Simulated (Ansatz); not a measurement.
## Ca3SiS (model cell, started as antiperovskite): following an unstable mode

Which phase does Ca3SiS (model cell, started as antiperovskite) fall into along its unstable mode, and how much energy does it gain?

Main program and level: Ansatz 0.2.0; DFT PBEsol, scalar-relativistic, plane waves, PAW; PAW set soft_1.

The structure was built from a prototype and need not be the compound's stable phase.

### 1. Starting point

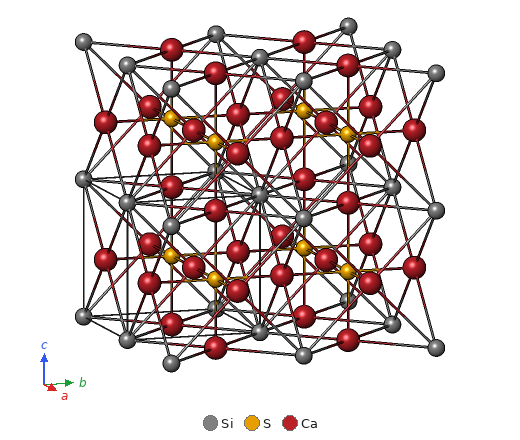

The cell as given, slightly off an axis (silicon grey, sulfur orange, calcium red). 2×2×2 cells are drawn. Some periodic images of atoms are drawn too.

### 2. The dispersion

The cell comes from relaxations at this level that are not shown. Stability and thermal properties need the whole zone. Linear response on a 2×2×2 q mesh gives force constants as far as a supercell of that size would.

input.yaml reads:

```yaml
crystal:
  lattice:
    - [5.1680341995, 0.0, 0.0]
    - [0.0, 5.1680341995, 0.0]
    - [0.0, 0.0, 5.1680341995]
  atoms:
    - { symbol: Si, position: [0.0, 0.0, 0.0] }
    - { symbol: S, position: [0.5, 0.5, 0.5] }
    - { symbol: Ca, position: [0.5, 0.5, 0.0] }
    - { symbol: Ca, position: [0.5, 0.0, 0.5] }
    - { symbol: Ca, position: [0.0, 0.5, 0.5] }
kpoints:
  mp_grid: { grid: [8, 8, 8] }
hamiltonian:
  xc: pbesol
  pseudopotentials: { kind: paw, azcp: { folder: soft_1 }, xc_functional: pbe }
scf:
  occupations: { method: methfessel_paxton, width: 0.2 }
output:
  eigenvalues: true
phonons:
  method: dfpt
  qmesh: [2, 2, 2]
  temperatures: { t_max: 1000, t_step: 50 }
  qpath:
    path:
      - [[0.0, 0.0, 0.0], [0.0, 0.5, 0.0], [0.5, 0.5, 0.0], [0.0, 0.0, 0.0], [0.5, 0.5, 0.5], [0.0, 0.5, 0.0]]
      - [[0.5, 0.5, 0.5], [0.5, 0.5, 0.0]]
    npoints: 10
```

Started as:

```console
$ ansatz run input.yaml --threads 8 --pin off --max-ram 16384MiB --backend cpu --events-out ev --progress --plain --runs-dir out
```

Numbers of over 12 decimals in the logs are rounded to 6 here.

The program printed:

```text
Engine: ansatz 0.2.0, aarch64-unknown-linux-gnu
Pseudopotentials: kind: paw
Pseudopotential: Si, paw, valence charge 4, recommended cutoff 420 eV (normal), soft_1/Si.paw.azcp
Pseudopotential: S, paw, valence charge 6, recommended cutoff 420 eV (normal), soft_1/S.paw.azcp
Pseudopotential: Ca, paw, valence charge 10, recommended cutoff 420 eV (normal), soft_1/Ca.paw.azcp
Functional definition: PBEsol
  exchange = pbesol_x
  correlation = pbesol_c
Crystal: 5 atoms, lattice volume = 138.031 Å³
Basis set: ecut = 420 eV, 2721 PW (Γ), exchange–correlation on 72×72×72 points (8 copies of the dense FFT grid, shifted against one another)
Bands: 25, of which v1, the nominal top of the filled ones, is band 20 counted from 1 (19 counted from 0)
Symmetry: 48 space group operations
k-points: 35 of 512
Non-local potential: Si, projectors of the file, l = 0: 2, l = 1: 2, l = 2: 1
Non-local potential: S, projectors of the file, l = 0: 2, l = 1: 2, l = 2: 1
Non-local potential: Ca, projectors of the file, l = 0: 3, l = 1: 2, l = 2: 2
PAW form: soft (Blöchl's): semilocal exchange-correlation on the pseudo side does not see the compensation charge
PAW frozen core: Si, regenerated for the run's functional, and the local potential with it (the file was generated under x = pbe(κ = 0.804, μ = 0.219515), c = pbe(β = 0.066725))
PAW frozen core: S, regenerated for the run's functional, and the local potential with it (the file was generated under x = pbe(κ = 0.804, μ = 0.219515), c = pbe(β = 0.066725))
PAW frozen core: Ca, regenerated for the run's functional, and the local potential with it (the file was generated under x = pbe(κ = 0.804, μ = 0.219515), c = pbe(β = 0.066725))
PAW one-centre angular grid: Si, 110 points (default); XC on 64 Gauss nodes
PAW one-centre angular grid: S, 110 points (default); XC on 64 Gauss nodes
PAW one-centre angular grid: Ca, 110 points (default); XC on 64 Gauss nodes
Initial density: superposition of atomic densities (chi_scale 0.1, normalization cell, long waves kept (reshape's long-wave potential 0.00 eV rms))
Initial wavefunctions: pseudopotential atomic-orbital guess
Functional: x = pbesol(κ = 0.804, μ = 0.123457), c = pbesol(β = 0.046)
SCF iter   1: F=—  HF=-6892.202755 eV  |F-HF|=—  |Δ(HF+E_count)|=         —  Δρ=2.49e-2  dr2=1.08e0  ethr=3.10e-3  ⟨swp⟩=9.4  Hψ=10893  notcnv=0
automatic band count: the SCF goes on with 30 bands, as 25 were too few: the levels above may hold too much charge
preconditioner: auto → Kerker (q_TF=auto, 2.219 Å⁻¹)  [metal: Δε(μ)=0.033 eV  Ē_g=5.440 eV  σ=0.200 eV  W_gap=0.14  n_scr=26 (ndim 8)  ℏωp=11.8 eV  f_vac=0.000  D(μ)=0.35/eV (n_scr^D=0)]
SCF iter   2: F=—  HF=-6891.934445 eV  |F-HF|=—  |Δ(HF+E_count)|=   2.68e-1  S|Δr|=    0.00e0  Δρ=1.33e-2  dr2=3.14e-1  ethr=2.71e-3  ⟨swp⟩=2.9  Hψ=1954  notcnv=0  defer=103
SCF iter   3: F=—  HF=-6891.887215 eV  |F-HF|=—  |Δ(HF+E_count)|=   4.72e-2  S|Δr|=    0.00e0  Δρ=4.05e-3  dr2=3.48e-2  ethr=7.86e-4  ⟨swp⟩=3.0  Hψ=1876  notcnv=0  defer=103
SCF iter   4: F=—  HF=-6891.888573 eV  |F-HF|=—  |Δ(HF+E_count)|=   1.36e-3  S|Δr|=    0.00e0  Δρ=5.71e-4  dr2=8.95e-4  ethr=8.71e-5  ⟨swp⟩=2.0  Hψ=1181  notcnv=0  defer=103
SCF iter   5: F=—  HF=-6891.888533 eV  |F-HF|=—  |Δ(HF+E_count)|=   3.93e-5  S|Δr|=    0.00e0  Δρ=1.82e-4  dr2=8.07e-5  ethr=2.24e-6  ⟨swp⟩=2.4  Hψ=1491  notcnv=0  defer=103
SCF iter   6: F=—  HF=-6891.888513 eV  |F-HF|=—  |Δ(HF+E_count)|=   2.06e-5  S|Δr|=    0.00e0  Δρ=4.68e-5  dr2=8.22e-6  ethr=2.02e-7  ⟨swp⟩=2.0  Hψ=1079  notcnv=0  defer=103
SCF iter   7: F=—  HF=-6891.888509 eV  |F-HF|=—  |Δ(HF+E_count)|=   3.74e-6  S|Δr|=    0.00e0  Δρ=1.50e-5  dr2=3.30e-7  ethr=2.05e-8  ⟨swp⟩=2.0  Hψ=1201  notcnv=0  defer=103
SCF iter   8: F=—  HF=-6891.888510 eV  |F-HF|=—  |Δ(HF+E_count)|=   6.80e-7  S|Δr|=    0.00e0  Δρ=3.12e-6  dr2=1.26e-8  ethr=8.25e-10  ⟨swp⟩=2.8  Hψ=1578  notcnv=0  defer=103
SCF iter   9: F=—  HF=-6891.888510 eV  |F-HF|=—  |Δ(HF+E_count)|=   1.76e-9  S|Δr|=    0.00e0  Δρ=6.55e-7  dr2=7.82e-10  ethr=3.14e-11  ⟨swp⟩=2.6  Hψ=1604  notcnv=0  defer=103
SCF iter  10: F=—  HF=-6891.888510 eV  |F-HF|=—  |Δ(HF+E_count)|=  1.70e-10  S|Δr|=    0.00e0  Δρ=1.64e-7  dr2=4.13e-11  ethr=1.95e-12  ⟨swp⟩=1.3  Hψ=971  notcnv=0  defer=103
[...]
SCF 1 converged in 11 iterations: F = -6891.888510 eV  dr2 = 6.98e-13
  greatest PAW one-centre occupation: 0.995 electrons in one spin orbital (limit 2), on the Ca atom at site 4 (counted from 0), in its partial waves of l = 0
Initial density: read from a saved state, or passed on in memory by an earlier SCF of this step, an earlier step, the calling program or the single point that the run made first
[...]
eigensolver tolerance schedule: the retry pair's looser diagonalisation over-reported the residual by 264701.66 of it (diagonalisation noise at an unbounded share of the residual, at the tolerance the schedule requests for it); recorded, not acted on — ethr = c·dr2/N_el stays at c = 1.0e-1
preconditioner: auto → Kerker (q_TF=auto, 2.219 Å⁻¹)  [metal: Δε(μ)=0.025 eV  Ē_g=4.991 eV  σ=0.200 eV  W_gap=0.11  n_scr=26 (ndim 8)  ℏωp=11.8 eV  f_vac=0.000  D(μ)=0.30/eV (n_scr^D=0)]
[...]
SCF 2 converged in 6 iterations: F = -6891.888510 eV  dr2 = 8.30e-12
  greatest PAW one-centre occupation: 0.995 electrons in one spin orbital (limit 2), on the Ca atom at site 3 (counted from 0), in its partial waves of l = 0
k-points: 75 of 512 (irreducible under 8 space group operations, time reversal used)
[...]
preconditioner: auto → Resta (q_TF=auto, 2.219 Å⁻¹)  ε∞=6.6  [insulator: Δε(μ)=0.025 eV  Ē_g=4.998 eV  n_scr=26 (ndim 8)  ℏωp=11.8 eV  f_vac=0.000  ε∞_Penn≈6.6]
[...]
SCF iter   4: F=—  HF=-6891.889457 eV  |F-HF|=—  |Δ(HF+E_count)|=   2.24e-7  Δρ=4.30e-6  dr2=3.90e-8  ethr=1.70e-9  ⟨swp⟩=2.0  Hψ=2357  notcnv=0  defer=158
SCF iter   5: F=—  HF=-6891.889457 eV  |F-HF|=—  |Δ(HF+E_count)|=   1.39e-8  Δρ=9.40e-7  dr2=1.77e-9  ethr=9.76e-11  ⟨swp⟩=2.0  Hψ=3071  notcnv=0  defer=158
SCF iter   6: F=-6891.889457 eV  HF=-6891.889457 eV  |F-HF|=1.73e-11  |Δ(HF+E_count)|=  7.28e-11  Δρ=2.27e-7  dr2=7.54e-11  ethr=1.00e-12  ⟨swp⟩=10.6  Hψ=11040  notcnv=0
SCF 3 converged in 6 iterations: F = -6891.889457 eV  dr2 = 7.54e-11
NSCF: frozen V_eff on 7 k-points
DFPT response loops at Γ: preconditioner auto → Resta (q_TF=auto, 2.219 Å⁻¹)  ε∞=53.2 (no band partly filled); β = 1.00, the filter's whole step (`scf.mixing.beta` (0.50) is not read by the response loops at its default; to damp them type it under 1.00, their step now; it binds the ground state too); Broyden in place of MSR1
[...]
NSCF: frozen V_eff on 250 k-points
DFPT response loops at q = (0, 0, -0.5) (fractional): mixed as the last ones told, above
NSCF: frozen V_eff on 250 k-points
DFPT response loops at q = (0, -0.5, -0.5) (fractional): mixed as the last ones told, above
NSCF: frozen V_eff on 250 k-points
DFPT response loops at q = (-0.5, -0.5, -0.5) (fractional): mixed as the last ones told, above
SCF converged after 11 iterations
Stability not checked: this state was not tested for a lower state beside it, because cold or Methfessel-Paxton smearing, or corrected tetrahedra, fill the levels in a way that the test cannot read (fill_not_monotonic; see scf.lower_state_search)
Free energy (F): -6891.888510 eV
Harris-Foulkes:  -6891.888510 eV  (|F-HF|=0.00e0)
Internal energy: -6891.892730 eV  (E = F + TS)
E sigma→0 (E₀):  -6891.889565 eV
Entropy (-TS):   0.004220 eV (0.844 meV/atom)
Fermi energy:    6.873429 eV
Step filling:    the computed levels leave a gap of 0.0252 eV = 0.1 smearing widths at the electron count; against every level under it full and every level over it empty, smearing changes F+E_penalty+E_count by +0.958 meV and its σ→0 estimate by -0.097 meV
--- Per-component energies (eV) ---
  E_band       = -464.201973
  E_kinetic    = 908.805541
  E_local      = -2753.553046  (includes V_loc(G=0)·N_el)
  E_nonlocal   = 329.847953
  E_hartree    = 941.327436
  E_xc         = -523.317746
  E_vxc        = -603.869660  (∫ρ·V_xc dr)
  E_paw        = -3620.647935  (= ΣΔE_a)
  E_vpaw       = -228.087648  (= ΣTr[D̂ρ^β])
  E_aug_tail   = 0.000024  (compensation charges beyond the density's cutoff)
  E_ewald      = -2174.804850
  E_core_change = 0.449893  (= ΣΔE_core)
  E_smearing   = 0.004220  (= −TS)
  E_closure    = -0.000000  (closes the sum)
  Σ components = -6891.888510   (vs F -6891.888510, Δ=0.00e0)
--- Band table (eV; the first three rows and the last of 35) ---
  k-point 0: bands = [... 16 lower, 2.5066, 6.8594, 6.8594, 6.8594, 6.8846, 6.8846, 6.8846, 6.9484, ... 6 higher]
  k-point 1: bands = [... 16 lower, 2.4859, 5.9949, 6.4739, 6.4739, 6.9199, 7.0458, 7.2626, 7.3910, ... 6 higher]
  k-point 2: bands = [... 16 lower, 2.4371, 5.1399, 6.1973, 6.1973, 7.0123, 7.3192, 7.6046, 8.0050, ... 6 higher]
  k-point 34: bands = [... 16 lower, 0.9970, 5.3723, 5.3723, 5.3723, 7.9578, 7.9578, 7.9578, 9.1383, ... 6 higher]
--- Phonons (Γ-DFPT): 4 representative perturbations + reference (Σ response iterations 12) ---
  ASR residual: 4.676e-5 → 0.000e0 eV/Å²; symmetrization residual: 3.001e-6 eV/Å²
  ASR residual per site (eV/Å²): 4.65e-7 4.68e-5 3.73e-5 3.73e-5 3.73e-5
  Γ frequencies (cm⁻¹): -78.83 -78.83 -78.83 0.00 0.00 0.00 42.08 42.08 42.08 154.75 154.75 154.75 401.04 401.04 401.04
  Unit cell's response to a homogeneous field, on a k mesh of 12×12×12: 1 representative field direction (Σ response iterations 10)
  ε∞ (high-frequency dielectric tensor):
       46.672906    -0.000000     0.000000
       -0.000000    46.672906     0.000000
        0.000000     0.000000    46.672906
  ε⁰ (static dielectric tensor): not given — the deck does not say what the cell's rigid motions are, and on a molecule in a box or a wire the rigid rotations would enter the sum over the modes at Γ. For a crystal or a slab, whose only rigid motions are the translations, set phonons.rigid_motions: translations.
  Born effective charges Z* (e; rows j = field, columns β = displacement):
    site 0:
        -5.97735   -0.00000    0.00000
        -0.00000   -5.97735    0.00000
        -0.00000    0.00000   -5.97735
    site 1:
        -5.01807   -0.00000    0.00000
         0.00000   -5.01807    0.00000
         0.00000    0.00000   -5.01807
    site 2:
         3.96100   -0.00000    0.00000
         0.00000    3.96100    0.00000
         0.00000    0.00000    3.07341
    site 3:
         3.96100    0.00000   -0.00000
         0.00000    3.07341    0.00000
        -0.00000    0.00000    3.96100
    site 4:
         3.07341    0.00000    0.00000
        -0.00000    3.96100    0.00000
        -0.00000    0.00000    3.96100
  Z* charge neutrality: 2.202e-6 e pre-enforcement
  k-mesh period / interband length: 62.0 Å / 9.24 Å = 6.71 at k = (0.0000, 0.0000, 0.0000), direct gap 0.023 eV — UNDER 14: by this measure the k-mesh is too coarse for the response
  optical modes at Γ without the LO–TO term, one row a degenerate level:
      ω (cm⁻¹)  modes    IR ((D/Å)²/amu)
        -78.83      3           156.4951
         42.08      3             0.0000
        154.75      3             0.4308
        401.04      3            55.9874
  optical modes at Γ + LO–TO along q̂ = [1.0000, 0.0000, 0.0000]:
      ω (cm⁻¹)  modes    IR ((D/Å)²/amu)
        -78.83      2           104.3301
         42.08      3             0.0000
        101.59      1            47.4145
        154.75      2             0.2872
        155.08      1             0.6352
        401.04      2            37.3250
        409.51      1            22.9214
  optical modes at Γ + LO–TO along q̂ = [0.0000, 1.0000, 0.0000]:
      ω (cm⁻¹)  modes    IR ((D/Å)²/amu)
        -78.83      2           104.3301
         42.08      3             0.0000
        101.59      1            47.4145
        154.75      2             0.2872
        155.08      1             0.6352
        401.04      2            37.3250
        409.51      1            22.9214
  optical modes at Γ + LO–TO along q̂ = [0.0000, 0.0000, 1.0000]:
      ω (cm⁻¹)  modes    IR ((D/Å)²/amu)
        -78.83      2           104.3301
         42.08      3             0.0000
        101.59      1            47.4145
        154.75      2             0.2872
        155.08      1             0.6352
        401.04      2            37.3250
        409.51      1            22.9214
--- Phonons (arbitrary-q DFPT): 4 irreducible q on the 2×2×2 mesh ---
  q = [0.0000, 0.0000, 0.0000] (star 1, of the zone-centre solve; hermiticity 4.63e-7, symmetrization 1.56e-13): -78.83 -78.83 -78.83 -0.00 0.00 0.00 42.08 42.08 42.08 154.75 154.75 154.75 401.04 401.04 401.04
  q = [0.0000, 0.0000, -0.5000] (star 3, 9 solved perturbations in 975 linear systems a pass and spin channel, the states on 125 of 512 k-point pairs; hermiticity 7.01e-7, symmetrization 1.45e-7): -44.05 -44.05 -21.35 -21.35 24.56 94.79 94.79 111.83 128.55 134.00 134.00 311.04 318.08 401.90 401.90
  q = [0.0000, -0.5000, -0.5000] (star 3, 9 solved perturbations in 975 linear systems a pass and spin channel, the states on 125 of 512 k-point pairs; hermiticity 4.79e-7, symmetrization 1.94e-8): -106.52 -58.90 -58.90 48.90 48.90 60.64 114.76 126.58 126.58 161.69 286.33 309.84 309.84 341.25 401.84
  q = [-0.5000, -0.5000, -0.5000] (star 1, 4 solved perturbations in 350 linear systems a pass and spin channel, the states on 125 of 512 k-point pairs; hermiticity 3.37e-7, symmetrization 2.18e-8): -104.72 -104.72 -104.72 -29.22 -29.22 -29.22 159.66 159.66 159.66 286.81 286.81 310.72 310.72 310.72 349.44
  sum rule: each row above includes the acoustic sum rule's correction from the zone centre's row sums; it moved no ω² by more than (0.63 cm⁻¹)²
  mesh force constants: q→R imaginary residual 2.34e-18; ASR residual 4.676e-5 → 0.000e0 eV/Å²; symmetrization residual 1.066e-14 eV/Å²
  interpolated dispersion: 63 rows × 15 modes
  density of states and harmonic sums: on the 12×12×12 q-mesh, interpolated from the force constants of a 2×2×2 supercell (with the dipole–dipole term)
  largest difference from the sums on the solved wave vectors: F 2.51e-1 eV, S 3.35e-4 and C_V 8.47e-5 eV/K
  zero-point energy: 0.139566 eV/cell   skipped modes (ω ≤ 0): 274, of them read as no rigid motion or as one in doubt: 271 (3.140e0 modes/cell left out, lowest -106.52 cm⁻¹)   left out of the sums: 2.09e-1 of the cell's modes: C_V's classical limit lies that fraction below 3 k_B per atom; for a crystal, a wire or a layer, F and S can be off by more, and a phonons.interpolated_qmesh denser along its periods is the remedy for the sampling
```

The job ended after 2.4 min (8 threads of Arm Neoverse V2, shared host; peak memory 2.6 GiB).

Reading the cycles: dr2 is the Hartree energy of the density residual (eV), the measure of convergence; HF is the Harris–Foulkes estimate of the energy, which meets the free energy F at convergence.

Numbers from this step:

* volume per atom: 27.61 Å³
* gap on the k-mesh: 0.02521 eV
* sum-rule residual before enforcement: 4.68e-5 eV/Å²
* lowest frequency on the path: -106.5 cm⁻¹
* point group: m-3m
* highest frequency on the path or at a solved wavevector: 409.5 cm⁻¹
* highest optical mode at the zone centre (no LO-TO term): 401.0 cm⁻¹
* lowest optical zone-centre mode: -78.83 cm⁻¹
* lowest mode on the q mesh (acoustic modes at Γ apart): -106.5 cm⁻¹

Frequencies (cm⁻¹) solved at each irreducible wavevector; negative means imaginary. Frequencies by wavevector, by row:

| q in reciprocal lattice units | star | mode 1 | mode 2 | mode 3 | mode 4 | mode 13 | mode 14 | mode 15 |
| --- | --- | --- | --- | --- | --- | --- | --- | --- |
| 0 0 0 | 1 | -78.8 | -78.8 | -78.8 | 0 | 401 | 401 | 401 |
| 0 0 -0.5 | 3 | -44 | -44 | -21.4 | -21.4 | 318.1 | 401.9 | 401.9 |
| 0 -0.5 -0.5 | 3 | -106.5 | -58.9 | -58.9 | 48.9 | 309.8 | 341.2 | 401.8 |
| -0.5 -0.5 -0.5 | 1 | -104.7 | -104.7 | -104.7 | -29.2 | 310.7 | 310.7 | 349.4 |

Interpolated from a 2×2×2 q mesh. The phonon branches at the labelled points (cm⁻¹):

| point | branch 1 | branch 2 | branch 3 | branch 4 | branch 12 | branch 13 | branch 14 | branch 15 |
| --- | --- | --- | --- | --- | --- | --- | --- | --- |
| Γ | -79 | -79 | 0 | 0 | 155 | 401 | 401 | 410 |
| X | -44 | -44 | -21 | -21 | 311 | 318 | 402 | 402 |
| M | -106 | -59 | -59 | 49 | 310 | 310 | 341 | 402 |
| Γ | -79 | -79 | 0 | 0 | 155 | 401 | 401 | 410 |
| R | -105 | -105 | -105 | -29 | 311 | 311 | 311 | 349 |
| X | -44 | -44 | -21 | -21 | 311 | 318 | 402 | 402 |
| jump to R | -105 | -105 | -105 | -29 | 311 | 311 | 311 | 349 |
| M | -106 | -59 | -59 | 49 | 310 | 310 | 341 | 402 |

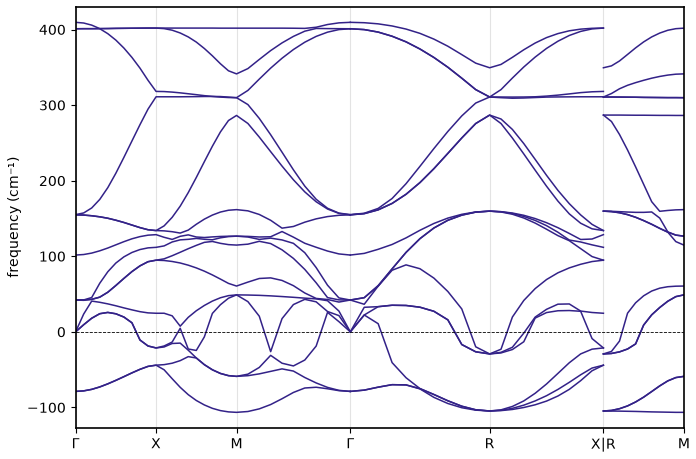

Phonon branches along the path.

Symmetry leaves 4 wavevectors to solve. The lowest mode among them, the acoustic zeros apart, lies at q = (0, -0.5, -0.5) and is imaginary, 106.5i cm⁻¹, so the energy falls along it.

### 3. The mode frozen in, largest atomic shift 0 Å

The mode followed lies at q = (-0.5, -0.5, -0.5) with frequency 104.7i cm⁻¹ and is 3-fold degenerate, one of the unstable modes though not the softest. At small amplitude the distorted cell has space group no. 140 by a symmetry search on the positions. The undistorted cell that holds it gives the zero of energy on the same k mesh.

System of this step: Ca3SiS (model cell, started as antiperovskite). Symmetry: Pm-3m, No. 221, cubic system. Conventional cell: a = 5.168 Å, b = 5.168 Å, c = 5.168 Å, α = 90.00°, β = 90.00°, γ = 90.00°. Nearest to Si lie 12 Ca at 3.65 Å. Nearest to S lie 6 Ca at 2.58 Å. Nearest to Ca lie 2 S at 2.58 Å and 8 Ca at 3.65 Å and 4 Si at 3.65 Å. Farther neighbours and most contacts between anions are not listed.

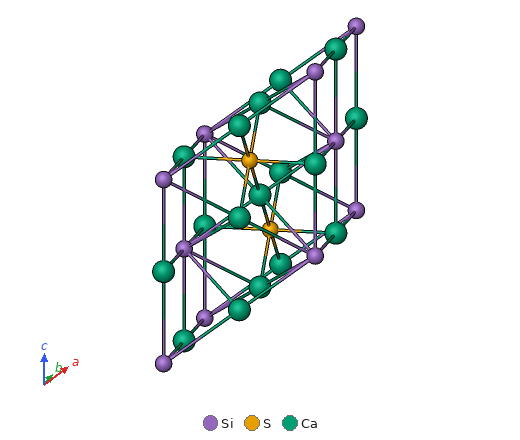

The cell of this step (silicon purple, sulfur orange, calcium teal). Some periodic images of atoms are drawn too.

input.yaml, the sections that differ from step 2:

```yaml
crystal:
  lattice:
    - [5.1680341995, 5.1680341995, 0.0]
    - [5.1680341995, 0.0, 5.1680341995]
    - [5.1680341995, 0.0, -5.1680341995]
  atoms:
    - { symbol: Si, position: [0.0, 0.0, 0.0] }
    - { symbol: Si, position: [0.0, 0.5, 0.5] }
    - { symbol: S, position: [0.5, 0.25, 0.75] }
    - { symbol: S, position: [0.5, 0.75, 0.25] }
    - { symbol: Ca, position: [0.5, 0.5, 0.5] }
    - { symbol: Ca, position: [0.5, 0.0, 0.0] }
    - { symbol: Ca, position: [0.0, 0.5, 0.0] }
    - { symbol: Ca, position: [0.0, 0.0, 0.5] }
    - { symbol: Ca, position: [0.5, 0.5, 0.0] }
    - { symbol: Ca, position: [0.5, 0.0, 0.5] }
output:
  forces: true
  stress: true
  eigenvalues: true
# kpoints, hamiltonian, scf: as in step 2
# phonons: removed
```

The program printed:

```text
[...]
Crystal: 10 atoms, lattice volume = 276.062 Å³
Basis set: ecut = 420 eV, 5329 PW (Γ), exchange–correlation on 100×100×100 points (8 copies of the dense FFT grid, shifted against one another)
Bands: 50, of which v1, the nominal top of the filled ones, is band 40 counted from 1 (39 counted from 0)
Symmetry: 96 space group operations
[...]
k-points: 29 of 512
[...]
k-point 0: bands = [... 36 lower, 5.3729, 6.8601, 6.8601, 6.8601, 6.8835, 6.8835, 6.8835, 6.9484, ... 6 higher]
  k-point 1: bands = [... 36 lower, 5.3768, 6.2320, 6.4562, 6.4562, 6.9622, 6.9622, 7.1083, 7.3944, ... 6 higher]
  k-point 2: bands = [... 36 lower, 5.3992, 5.6540, 6.0890, 6.0890, 7.1418, 7.1418, 7.3332, 7.9274, ... 6 higher]
  k-point 28: bands = [... 36 lower, 5.5120, 5.5120, 6.0494, 6.0494, 7.4649, 7.4649, 8.1893, 8.1893, ... 6 higher]
[key lines of the parts left out:]
SCF converged after 8 iterations
Free energy (F): -13783.778412 eV
Fermi energy:    6.870934 eV
P = ⅓ Tr σ = 0.0067 GPa (0.067 kbar)
```

It took 2.8 s on 8 threads; peak memory 1 GiB; 21 s of CPU time.

This step gave:

```
pressure                         : 0.006677 GPa
gap on the k-mesh                : 0.02340 eV
energy from the undistorted cell : 0 meV/atom
```

The run ends at a pressure of 0.01 GPa.

(Continued in part 2 of 3.)

[Logs are printed without paths, hosts, clocks, repeated set-up lines and the standing remarks that a program may print on its own settings, such as how far it seeks lower states.]

[Hosts, paths, dates, database ids (printed as entryN), source tags and the programs' standing remarks are cut or masked in the printed files.]
